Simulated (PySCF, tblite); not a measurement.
**C4H11BSi2: geometry, infrared bands and NMR shifts**

Aim: predict the infrared bands and NMR shifts of C4H11BSi2 (`BC1=C(C[SiH3])C[SiH2]1`).

Computed with tblite 0.8.0 and PySCF 2.14.0, with density-fitted response routines of our own, on a single molecule in the gas phase. Atoms count from 0, in the outputs and in this text.

### 1 Starting geometry

18 atoms, charge 0, multiplicity 1; geometry from: force field or distance geometry start.

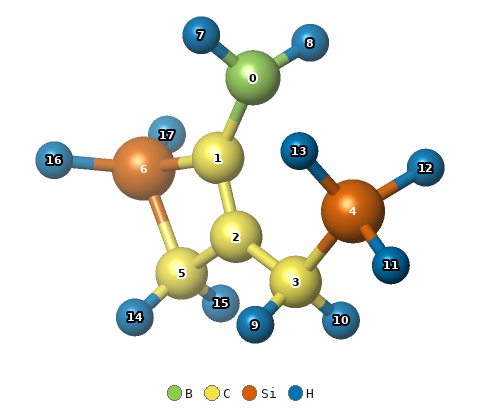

The starting geometry (boron green, carbon yellow, silicon orange, hydrogen blue), atoms numbered.

### 2 Optimising the geometry with GFN2-xTB

Job settings and geometry (Å):

```
{"job": {"kind": "relax", "xc": "GFN2-xTB", "basis": "xTB"}, "charge": 0, "multiplicity": 1}
B      0.385200     1.563400     1.189400
C      0.766400     0.557800     0.021300
C      0.132900    -0.446400    -0.480100
C     -1.256800    -0.995100    -0.167700
Si    -2.127500    -0.106300     1.190200
C      1.078200    -0.909800    -1.489400
Si     2.233600     0.406900    -0.991200
H      0.431900     2.701100     0.900800
H      0.786800     1.258900     2.270400
H     -1.833300    -0.890200    -1.102600
H     -1.170900    -2.080200     0.079700
H     -3.556600    -0.535800     1.139900
H     -1.681200    -0.469700     2.553500
H     -2.156900     1.352400     1.034400
H      0.645700    -0.830100    -2.516500
H      1.426100    -1.945200    -1.236300
H      2.405900     1.378400    -2.077100
H      3.481800    -0.003700    -0.330400
```

Launch:

```sh
> OMP_NUM_THREADS=1 python probes_run.py task.json out
```

This one command runs all jobs of the session in turn.

**Question.** This job is followed by: GFN2-xTB harmonic vibrations, gas phase; GIAO PBE0/pcSseg-1 NMR shielding, non-relativistic, gas phase. Predict these results of the whole session: strongest single infrared mode (GFN2-xTB); zero-point energy (GFN2-xTB); 13C shifts against TMS (PBE0/pcSseg-1); 1H shifts against TMS (PBE0/pcSseg-1, means over atoms taken as alike); 11B shifts against BF3·OEt2 (PBE0/pcSseg-1); 29Si shifts against TMS (PBE0/pcSseg-1).

**Answer**, as computed:

```
                                                              quantity                             value
                             strongest single infrared mode (GFN2-xTB)             2253 cm⁻¹, 541 km/mol
                                          zero-point energy (GFN2-xTB)                     78.8 kcal/mol
                                13C shifts against TMS (PBE0/pcSseg-1)      207.3, 153.3, 25.6, 25.2 ppm
1H shifts against TMS (PBE0/pcSseg-1, means over atoms taken as alike)  6.77, 4.93, 4.01, 2.71, 2.22 ppm
                           11B shifts against BF3·OEt2 (PBE0/pcSseg-1)                          63.1 ppm
                               29Si shifts against TMS (PBE0/pcSseg-1)                  -52.4, -57.6 ppm
```

The optimisation took 275 steps and gained 1.111 eV; among the close pairs (by a distance rule), C1–Si6 changed most, from 1.789 to 1.896 Å. No mode is imaginary among the 48: a minimum at this level. GFN2-xTB is a fitted tight-binding method: band positions and strengths are rough. Its intensities can rank the bands wrongly. At PBE0/pcSseg-1: The widest tensor belongs to C2: span 281 ppm, with a paramagnetic part of -284 ppm.
